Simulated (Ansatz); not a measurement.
**Si3N4: a short molecular-dynamics run**

Aim: set Si3N4 (a database structure, 14 atoms, not relaxed) in motion for 30 steps of 3 fs under a Langevin thermostat at 1200 K, and see how temperature, energy and positions respond.

Program: Ansatz 0.2.0. Level of theory: DFT PBE, plane waves, PAW, scalar-relativistic, no spin polarisation. These are calculated values, not measurements.

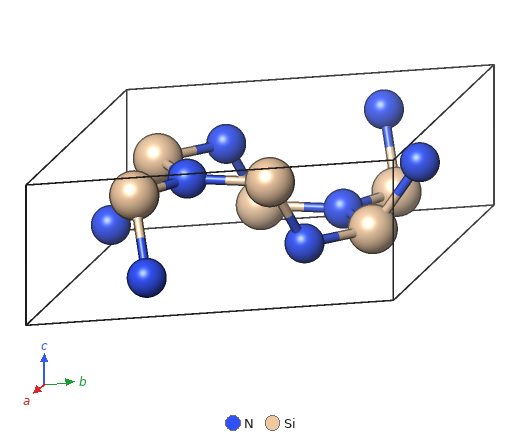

The starting structure, seen slightly off an axis (nitrogen blue, silicon light orange). Each atom of the cell is drawn once.

Structure file:

```
N Si
1.0
     7.67797    0.00000    0.00000
    -3.83899    6.64932    0.00000
     0.00000    0.00000    2.93763
N Si
8 6
Cartesian
  -0.0004 4.4331 0.7344
  3.8386 2.2162 2.2032
  2.4727 0.2374 0.7344
  1.0308 2.2601 2.2032
  6.2361 2.0227 0.7344
  1.3663 6.4119 2.2032
  2.8082 4.3892 0.7344
  -2.3971 4.6266 2.2032
  -1.5433 5.1226 0.7344
  2.4700 1.2248 2.2032
  0.1743 2.7515 0.7344
  5.3823 1.5267 2.2032
  1.3690 5.4245 0.7344
  3.6647 3.8978 2.2032
```

The structure above is the start of the run; the results belong to its end.

```
                             quantity                           value
                               length                30 steps of 3 fs
     temperature, first and last step                  1114 and 757 K
             temperature, second half  mean 904 K, from 671 to 1243 K
        potential energy, second half     +89 meV/atom from the start
mean square displacement, second half            N 0.031, Si 0.018 Å²
```

What this shows: Against a set 1200 K the second half averages 904 K with a spread of 165 K (in equilibrium 14 atoms would scatter by about 262 K, over a far longer run); 89 meV/atom has gone into potential energy, and a thermostat that acts over some 100 fs has not made it up in 90 fs. No atom gets farther than 0.31 Å from its start, with the drift of the whole removed, against a typical distance of 1.7 Å between sites at the start. Averages from a run of 90 fs with 14 atoms are rough. The k-mesh is coarse.

Q: Write an input and a launch command for the first run that leads to these results.

A: The one that was run. It is one of several that fit.

Input file input.yaml:

```yaml
crystal:
  lattice:
    - [7.677975, 0.0, 0.0]
    - [-3.838987, 6.649322, 0.0]
    - [0.0, 0.0, 2.937627]
  atoms:
    - { symbol: "N", position: [0.3333, 0.6667, 0.25] }
    - { symbol: "N", position: [0.6666, 0.3333, 0.75] }
    - { symbol: "N", position: [0.3399, 0.0357, 0.25] }
    - { symbol: "N", position: [0.3042, 0.3399, 0.75] }
    - { symbol: "N", position: [0.9643, 0.3042, 0.25] }
    - { symbol: "N", position: [0.6601, 0.9643, 0.75] }
    - { symbol: "N", position: [0.6958, 0.6601, 0.25] }
    - { symbol: "N", position: [0.0357, 0.6958, 0.75] }
    - { symbol: Si, position: [0.1842, 0.7704, 0.25] }
    - { symbol: Si, position: [0.4138, 0.1842, 0.75] }
    - { symbol: Si, position: [0.2296, 0.4138, 0.25] }
    - { symbol: Si, position: [0.8158, 0.2296, 0.75] }
    - { symbol: Si, position: [0.5862, 0.8158, 0.25] }
    - { symbol: Si, position: [0.7704, 0.5862, 0.75] }
kpoints:
  mp_grid: { grid: [2, 2, 5] }
magnetization:
  spin_polarized: false
scf:
  occupations: { method: cold, width: 0.15 }
hamiltonian:
  pseudopotentials: { kind: paw }
  xc: pbe
basis:
  ecutwfc: 420
md:
  timestep: 3.0
  n_steps: 30
  ensemble: nvt_langevin
  temperature: 1200.0
  initial_velocities: maxwell_boltzmann
  seed: 480018
```

Launch:

```bash
> ansatz run input.yaml --threads 2 --pin off --max-ram 2560MiB --backend cpu --events-out ev --progress --plain --runs-dir out
```
